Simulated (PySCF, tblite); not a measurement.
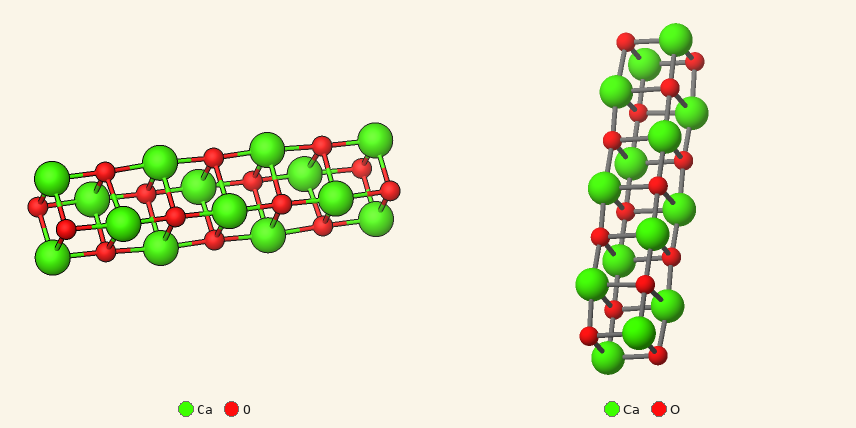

Two views of one molecule.

The geometry was computed by an optimisation with GFN2-xTB. No frequency run is at hand to confirm it as a minimum.

Description:

The molecule is Ca₁₄O₁₄. The point group is D2h. Coordination, clear cases only: 4 Ca trigonal pyramidal; 4 O trigonal pyramidal.

More results for the same structure follow; atom numbers are the same in all pictures, views and colours differ.

### Electronic properties

No frequency run is at hand to confirm it as a minimum. Level of theory: ωB97X-D/def2-SVP, gas phase (PySCF 2.14.0). Excitations: vertical, Tamm–Dancoff approximation.

Computed properties:

- HOMO energy (Kohn–Sham orbital): −6.58 eV
- LUMO energy (Kohn–Sham orbital): 0.51 eV
- HOMO–LUMO gap: 7.10 eV
- mean static polarisability: 334.8 bohr³
- lowest vertical singlet excitation: 3.86 eV
- its oscillator strength: 0.000
- brightest of the 6 lowest singlets: 4.04 eV
- its oscillator strength: 0.12

### Bond orders

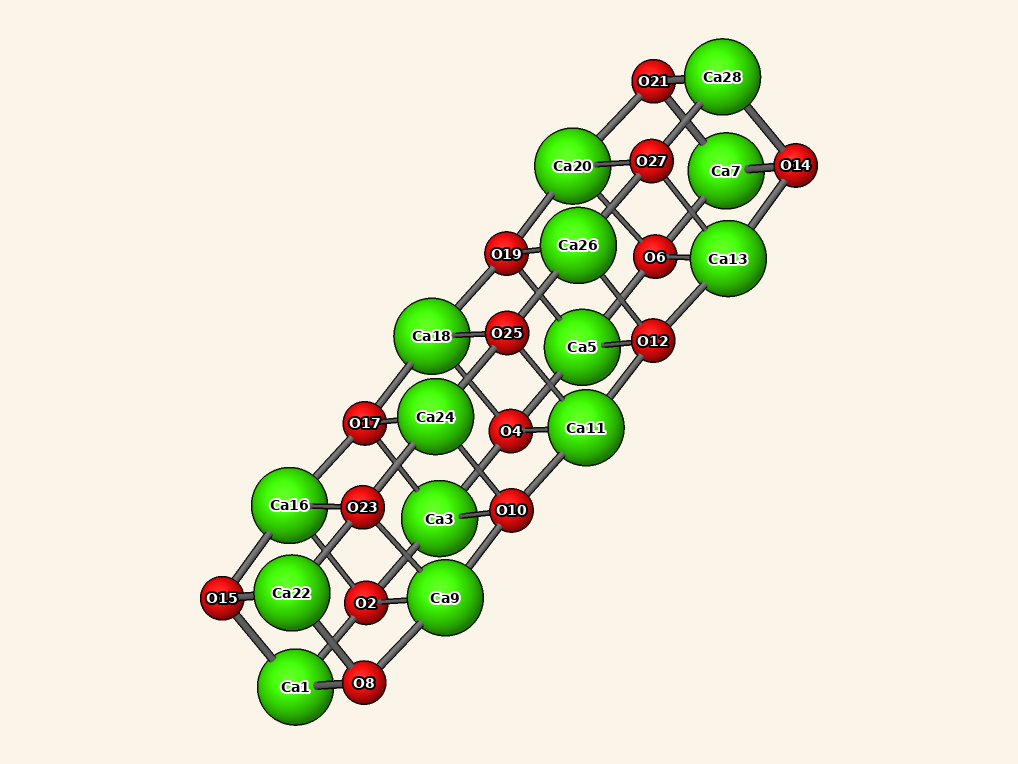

The thickness of each stick grows with its Mayer bond order. No frequency run is at hand to confirm it as a minimum. Level of theory: ωB97X-D/def2-SVP (PySCF 2.14.0).

List the Mayer bond orders of O10–Ca11, O4–Ca11, Ca9–O10, Ca3–O10, O8–Ca9, O2–Ca9, Ca1–O8, Ca3–O4, O2–Ca3, Ca1–O2 (one bond of each equivalent set).

```json
{"bond": "O10–Ca11", "Mayer order": "0.61", "length (Å)": "2.135"}
{"bond": "O4–Ca11", "Mayer order": "0.32", "length (Å)": "2.314"}
{"bond": "Ca9–O10", "Mayer order": "0.60", "length (Å)": "2.131"}
{"bond": "Ca3–O10", "Mayer order": "0.34", "length (Å)": "2.303"}
{"bond": "O8–Ca9", "Mayer order": "0.66", "length (Å)": "2.241"}
{"bond": "O2–Ca9", "Mayer order": "0.34", "length (Å)": "2.298"}
{"bond": "Ca1–O8", "Mayer order": "0.68", "length (Å)": "2.172"}
{"bond": "Ca3–O4", "Mayer order": "0.62", "length (Å)": "2.152"}
{"bond": "O2–Ca3", "Mayer order": "0.63", "length (Å)": "2.203"}
{"bond": "Ca1–O2", "Mayer order": "0.61", "length (Å)": "2.134"}
```

### Charges

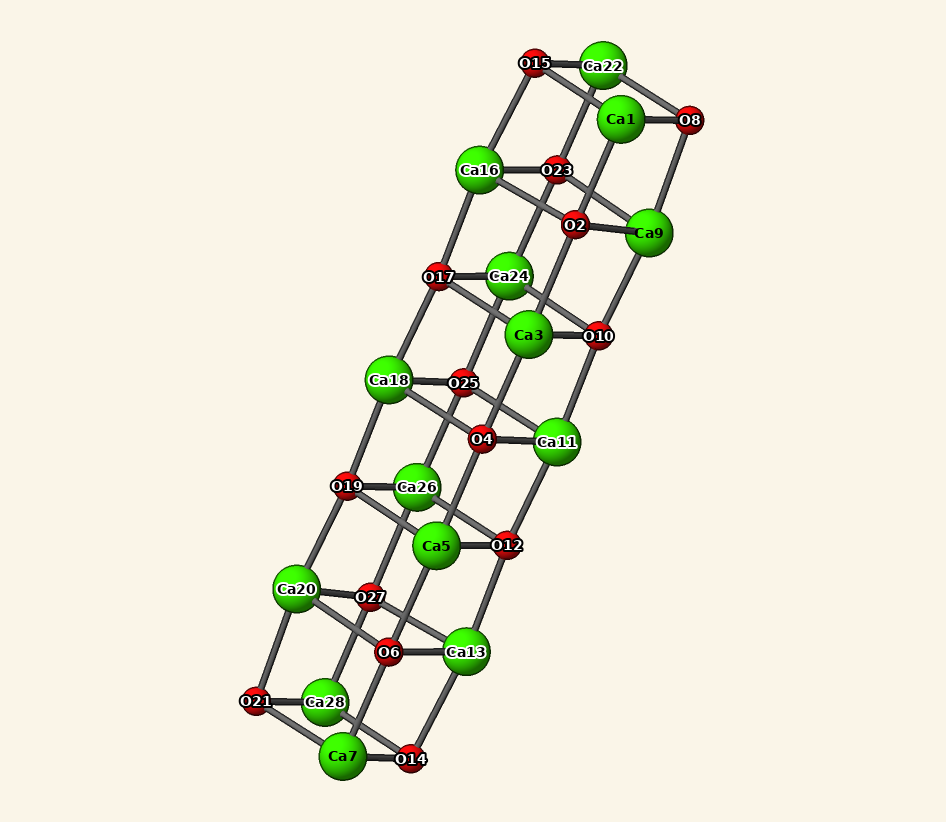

The questions are on ESP-fitted charges. No frequency run is at hand to confirm it as a minimum. Level of theory: ωB97X-D/def2-SVP, gas phase (PySCF 2.14.0).

Give the ESP-fitted charges atom by atom.

```json
{"atom": "Ca1", "value (e)": "1.39"}
{"atom": "O2", "value (e)": "−1.47"}
{"atom": "Ca3", "value (e)": "1.51"}
{"atom": "O4", "value (e)": "−1.52"}
{"atom": "Ca5", "value (e)": "1.51"}
{"atom": "O6", "value (e)": "−1.47"}
{"atom": "Ca7", "value (e)": "1.39"}
{"atom": "O8", "value (e)": "−1.40"}
{"atom": "Ca9", "value (e)": "1.47"}
{"atom": "O10", "value (e)": "−1.50"}
{"atom": "Ca11", "value (e)": "1.53"}
{"atom": "O12", "value (e)": "−1.50"}
{"atom": "Ca13", "value (e)": "1.46"}
{"atom": "O14", "value (e)": "−1.39"}
{"atom": "O15", "value (e)": "−1.39"}
{"atom": "Ca16", "value (e)": "1.46"}
{"atom": "O17", "value (e)": "−1.49"}
{"atom": "Ca18", "value (e)": "1.53"}
{"atom": "O19", "value (e)": "−1.50"}
{"atom": "Ca20", "value (e)": "1.46"}
{"atom": "O21", "value (e)": "−1.40"}
{"atom": "Ca22", "value (e)": "1.39"}
{"atom": "O23", "value (e)": "−1.47"}
{"atom": "Ca24", "value (e)": "1.51"}
{"atom": "O25", "value (e)": "−1.52"}
{"atom": "Ca26", "value (e)": "1.51"}
{"atom": "O27", "value (e)": "−1.47"}
{"atom": "Ca28", "value (e)": "1.39"}
```

The geometry is semi-empirical. Around Ca such bond lengths and angles can be off by a tenth of an ångström or more and by several degrees, and values that hang on the shape move with them.
